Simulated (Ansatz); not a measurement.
A series of calculations on BNH4OF2

### Relaxation

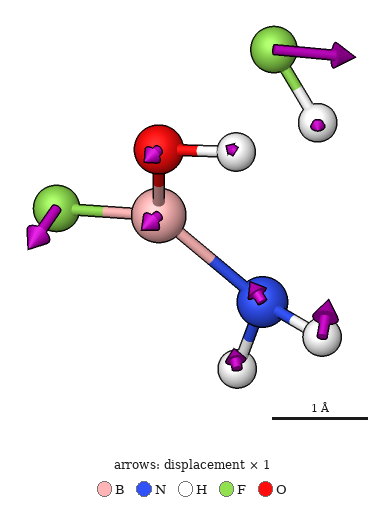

This is a relaxation of BNH$_{4}$OF$_{2}$. The starting structure is drawn; purple arrows show the displacements, at their true length. The two geometries are superimposed by the best rigid fit.

Style: ball-and-stick. Shown from a free direction.

The run prepares an end point of a later path (reaction) calculation, from a guessed geometry.

Method: RHF/cc-pVDZ in Ansatz. Set-up: no spin polarisation; force threshold 0.03 eV/Å; at most 50 steps.

> Which element moves most?

Fluorine: up to 0.92 Å, against 0.48 Å for hydrogen.

> What happened in the run?

An F atom moves most after the best rigid fit: 0.92 Å. Largest moves by element: F 0.92 Å, H 0.48 Å, B 0.29 Å, N 0.28 Å, O 0.26 Å. Near-neighbour distances that change, for instance: B–N 1.488 → 1.428 Å. The energy falls by 5.33 kcal/mol in 12 accepted moves (14 points after the start). The largest force component goes from 1.8 to 0.023 eV/Å. The line search rejected the trial steps at points 7, 11 of the run.

Limits of the set-up: the start holds two separate molecules, 2.3 Å apart at their closest, whose relative position is a soft coordinate and is computed without a dispersion correction; Hartree-Fock leaves out electron correlation.

### Relaxation

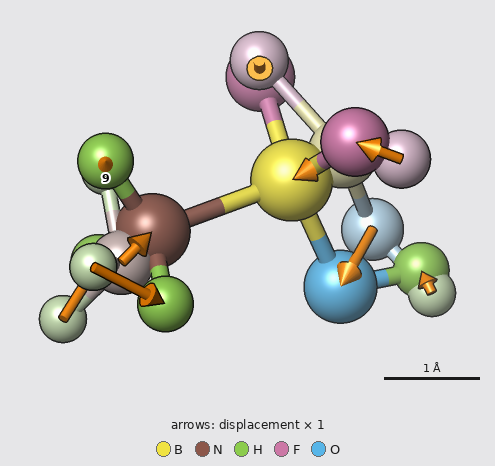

A relaxation of BNH4OF2. The starting structure is drawn faded, the final one solid; orange arrows show the displacements, at their true length. The two geometries are superimposed by the best rigid fit.

The picture is a ball-and-stick view, seen at a tilt.

The run prepares an end point of a later path (reaction) calculation, from a guessed geometry.

The calculation used RHF/cc-pVDZ in Ansatz. Settings: no spin polarisation; force threshold 0.03 eV/Å; at most 50 steps.

### What happened in the run?

The energy falls by 34.3 kJ/mol in 27 accepted moves (33 points after the start). Largest force component: 1 eV/Å at the start, 0.019 eV/Å at the end. The line search rejected the trial steps at points 2, 12, 15, 21, 24, 32 of the run. An H atom moves most after the best rigid fit: 0.97 Å. By element the largest moves are H 0.97 Å, O 0.88 Å, B 0.63 Å, F 0.54 Å, N 0.48 Å. Some distances before and after: B–N 2.745 → 1.662 Å, B–O 1.337 → 1.401 Å, B–F 1.324 → 1.384 Å, H–N 1.029 → 1.008 Å. New bonds form, among them: B–N (2.74 → 1.66 Å). Bond angles that change, for instance: F–B–F 117.3° → 111.2°, F–B–O 122.6° → 116.5°, O–B–F 119.8° → 116.5°.

Limits of the set-up: Hartree-Fock leaves out electron correlation.

### Path

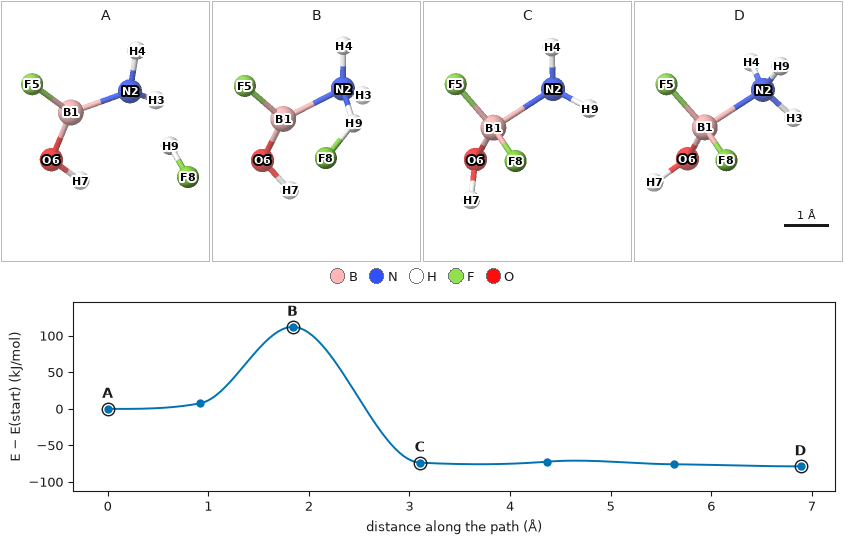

A search for the minimum-energy path of BNH$_{4}$OF$_{2}$ by the nudged elastic band. Images are numbered from 0 (start) to 6 (end). Frames A to D are images 0, 2, 3, 6. A ball-and-stick model, seen at a tilt.

Computed with RHF/cc-pVDZ in Ansatz 0.2.0. Set-up: 5 movable images; climbing image; force threshold 0.05 eV/Å; iteration limit 60; starting path through a guess of the saddle point.

**Describe the mechanism and the energy profile.**

The path has more than one stage, and so few images may leave a stage unresolved. Breaking: F8–H9 (0.91 → 1.16 at the top → 2.61 Å). Forming: B1–F8 (3.43 → 1.84 at the top → 1.38 Å), N2–H9 (1.95 → 1.24 at the top → 1.01 Å). The energy climbs by 112.2 kJ/mol to image 2 and then falls by 190.9 kJ/mol, so the end point sits at −78.6 kJ/mol. The band converged in 38 iterations. The largest component of the band force went from 22 to 0.049 eV/Å. The climbing image converged on the top of the path. Its vibrational analysis gives one imaginary mode (1538i cm⁻¹), as a transition state must have.

Limits of the set-up: Hartree-Fock leaves out electron correlation.

Cost: 4.8 min on 1 thread of Arm Neoverse V1, with other jobs on the host, peak memory 0.16 GiB.
